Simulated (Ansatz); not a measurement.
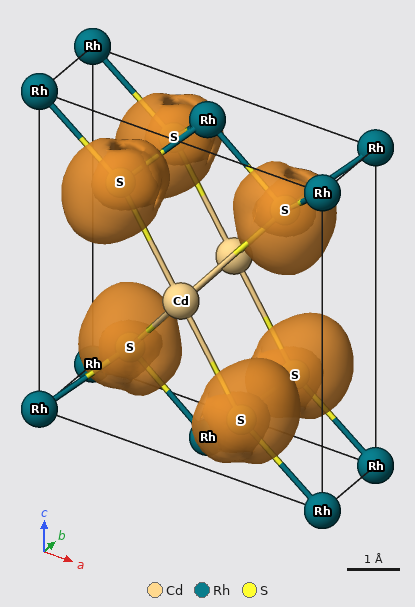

Figure. CdRh$_{2}$S$_{4}$. Isosurface of the ELF at 0.75 (orange), seen slightly off an axis. Only the valence region is drawn (cores and ρ < 0.01 e/Å³ removed). Sticks mark near contacts.

Space group P2/m; a structure from a database of computed crystals, not necessarily the ambient phase; started from the CaY2Te4-10 prototype, which need not be the ambient phase; computed without spin polarisation.

Method: DFT, PBEsol, plane waves, PAW in Ansatz 0.2.0.

> What do the ELF domains correspond to?

The ELF exceeds this value in four regions wrapped around S (the valence shell of each), counted in one cell of 7 atoms. Any copies at cell faces, edges or corners count once.

Values along the shortest contacts:
Rh–S (2.33 Å): the ELF peaks at about 0.90 in the valence shell of S, 0.8 Å from its nucleus, and is about 0.40 at the midpoint. Cd–S (2.62 Å): the ELF peaks at about 0.85 in the valence shell of S, 0.8 Å from its nucleus, and drops to about 0.15 between the two atoms.
